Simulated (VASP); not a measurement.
Band structure of ZrO$_{2}$ (fluorite). All values below come from MS2 meta-GGA, VASP's PBE PAW potentials (set 64) (plane waves; VASP).

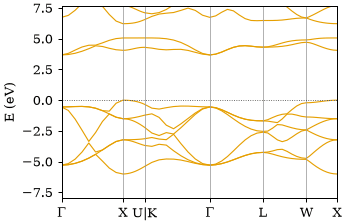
*Bands along high-symmetry lines, zero at the valence-band maximum or, without a gap, the Fermi level*

### Question
Read the plot: is there a gap, and where are the band edges?

### Answer
The gap is indirect, 3.68 eV, from the valence maximum at X to the conduction minimum at Γ.

The compound is ZrO2 in the fluorite structure, the high-temperature cubic form, which is unstable at 0 K; the monoclinic form is the stable one. It was relaxed first.
